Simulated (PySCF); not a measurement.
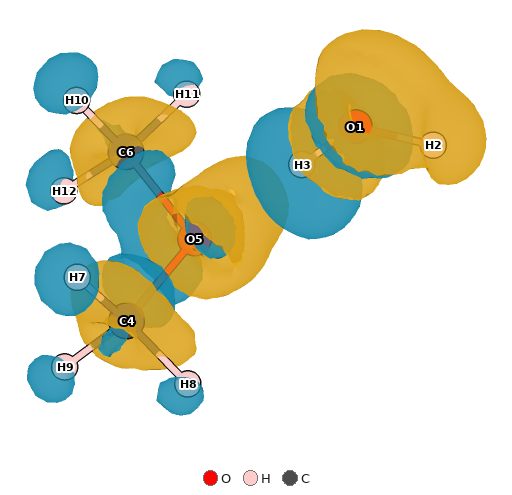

*C₂H₈O₂, SMILES `O.COC`. Density of the complex less the densities of the two fragments at the same geometry, ±0.004 e/Å³ (yellow: gain, teal: loss). Fragment A: H2O (atoms 1–3); fragment B: H6C2O.*

Computed with PySCF, TPSS/6-311G**, geometry: GFN2-xTB.

Question: Which way does charge flow?

Answer: Hirshfeld charges show 0.027 e passing from B to A. By Hirshfeld charges, electrons gather most on O1 (−0.028 e) and leave H3 most (+0.010 e); 0.09 e is displaced in all, which induces a dipole of 0.73 D.

Question: What is the interaction energy, and which contacts carry it?

Answer: The counterpoise-corrected interaction energy of the frozen fragments is −4.3 kcal/mol without dispersion correction and −5.4 kcal/mol with D3(BJ). The pair geometry is semi-empirical, not a minimum at this level. Contacts: H3···O5, hydrogen bond, 1.91 Å, ρ = 0.028 a.u. The pose is a local one from a semi-empirical search, not shown to be the most stable.
